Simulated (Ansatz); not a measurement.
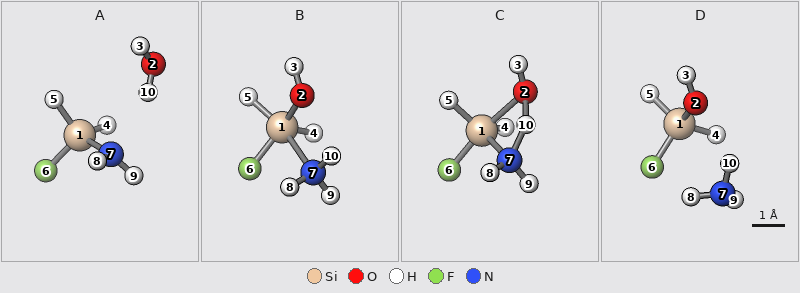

4 geometries from a converged minimum-energy path of SiNH6OF, made up at the start of SiH3OF and NH₃, shuffled. The picture is a ball-and-stick view, seen from a free direction.

Level of theory: Ansatz, RHF/def2-SVP. Settings: 5 movable images; climbing image; force threshold 0.05 eV/Å; iteration limit 60; starting path through a guess of the saddle point.

Which of them lies highest in energy?

Answer. C. In order along the path, whose images run from 0 to 6: D (image 1, +16.1 kJ/mol), B (image 2, +35.6 kJ/mol), C (image 4, +162.9 kJ/mol), A (image 6, +32.3 kJ/mol). Breaking: N7–H10 (1.01 → 1.24 at the top → 2.27 Å), Si1–O2 (1.63 → 2.00 at the top → 3.41 Å). Forming: O2–H10 (2.68 → 1.23 at the top → 0.95 Å), Si1–N7 (3.75 → 1.86 at the top → 1.72 Å).

Limits of the set-up: the start holds two separate molecules, 2.7 Å apart at their closest, whose relative position is a soft coordinate and is computed without a dispersion correction; Hartree-Fock leaves out electron correlation.
